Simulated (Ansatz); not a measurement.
# AlFH₂S (SMILES [F][AlH][SH]): functionals against CCSD(T) at one geometry

The atoms stand at a structure displaced at random from a GFN2-xTB minimum. How far do the functionals agree with CCSD(T) there?

The runs use Ansatz 0.2.0, Gaussian basis; single points in def2-TZVPP.

Cores are frozen in the correlated methods.

## 1. Starting geometry

5 atoms, charge 0, spin multiplicity 1.

Atoms are counted from 1 here; the program's logs count them from 0.

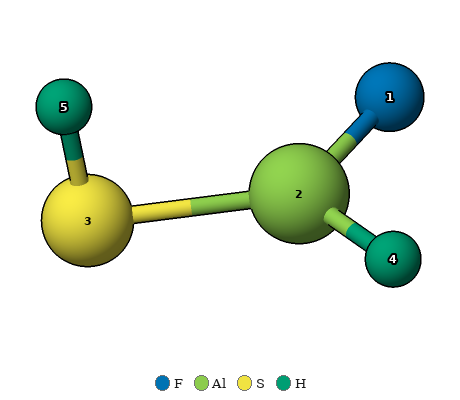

The starting geometry (fluorine blue, aluminium green, sulfur yellow, hydrogen teal); atoms are numbered from 1 in the order of the file.

Coordinates:

```
F    -1.3002   -1.1036    1.1600
Al   -0.4903   -0.3442   -0.1368
S     1.6964    0.1608   -0.2583
H    -1.5734   -0.0792   -1.2152
H     1.5497    1.2884    0.5510
```

## 2. CCSD(T)/def2-TZVPP

Contents of run/in.yaml:

```yaml
crystal:
  periodic: [false, false, false]
  atoms:
    - {symbol: F, position_ang: [-1.300200, -1.103600, 1.160000]}
    - {symbol: Al, position_ang: [-0.490300, -0.344200, -0.136800]}
    - {symbol: S, position_ang: [1.696400, 0.160800, -0.258300]}
    - {symbol: H, position_ang: [-1.573400, -0.079200, -1.215200]}
    - {symbol: H, position_ang: [1.549700, 1.288400, 0.551000]}
basis:
  gaussian: {orbitals: def2-TZVPP}
correlation: {method: ccsd_t}
output: {forces: true}
```

No record of the launch command was kept for these runs.

## 3. PBE0-D4/def2-TZVPP

run/in.yaml, as its differences from that of step 2:

```diff
@@ -10,3 +10,3 @@
   gaussian: {orbitals: def2-TZVPP}
-correlation: {method: ccsd_t}
-output: {forces: true}
+hamiltonian: {xc: pbe0, dispersion: d4}
+output: {forces: true, orbitals: {seedname: orbitals}}
```

## 4. wB97M-V/def2-TZVPP

run/in.yaml, as its differences from that of step 3:

```diff
@@ -10,3 +10,3 @@
   gaussian: {orbitals: def2-TZVPP}
-hamiltonian: {xc: pbe0, dispersion: d4}
-output: {forces: true, orbitals: {seedname: orbitals}}
+hamiltonian: {xc: {name: wB97M-V}}
+output: {forces: true}
```

## 5. r2SCAN-D4/def2-TZVPP

run/in.yaml, as its differences from that of step 4:

```diff
@@ -10,3 +10,3 @@
   gaussian: {orbitals: def2-TZVPP}
-hamiltonian: {xc: {name: wB97M-V}}
+hamiltonian: {xc: r2scan, dispersion: d4}
 output: {forces: true}
```

## 6. PBE-D4/def2-TZVPP

run/in.yaml, as its differences from that of step 5:

```diff
@@ -10,3 +10,3 @@
   gaussian: {orbitals: def2-TZVPP}
-hamiltonian: {xc: r2scan, dispersion: d4}
+hamiltonian: {xc: pbe, dispersion: d4}
 output: {forces: true}
```

## 7. SPW92/def2-TZVPP

run/in.yaml, as its differences from that of step 6:

```diff
@@ -10,3 +10,3 @@
   gaussian: {orbitals: def2-TZVPP}
-hamiltonian: {xc: pbe, dispersion: d4}
+hamiltonian: {xc: lda}
 output: {forces: true}
```

## 8. LC-wPBE/def2-TZVPP

run/in.yaml, as its differences from that of step 7:

```diff
@@ -10,3 +10,3 @@
   gaussian: {orbitals: def2-TZVPP}
-hamiltonian: {xc: lda}
+hamiltonian: {xc: {name: LC-wPBE}}
 output: {forces: true}
```

(Steps that only read results are left out.)

Q: Predict the outcome of this session. Wanted: energy less free atoms, CCSD(T)/def2-TZVPP; RMS force component; RMS force error; HOMO and LUMO, PBE0-D4; T1 diagnostic.

As calculated:

```
                                  quantity                                                                                         value
energy less free atoms, CCSD(T)/def2-TZVPP                                                                                -1525.3 kJ/mol
                       RMS force component                                                          0.513 to 0.731 eV/Å over the methods
                           RMS force error  PBE0-D4 0.048, wB97M-V 0.063, r2SCAN-D4 0.045, PBE-D4 0.210, SPW92 0.176, LC-wPBE 0.126 eV/Å
                    HOMO and LUMO, PBE0-D4                                                                            -7.90 and -1.57 eV
                             T1 diagnostic                                                                                         0.013
```

Against CCSD(T) the functionals' energies less atoms differ by -235.6 to -10.3 kJ/mol, PBE-D4 by -44.1 kJ/mol. A larger basis would deepen the CCSD(T) value, while the functionals are nearly converged already, so the order here is not reliable. On forces the order runs from r2SCAN-D4 to PBE-D4. Frozen-core CCSD(T) forces in triple zeta carry basis errors of their own, and this is one geometry, so small gaps rank nothing.
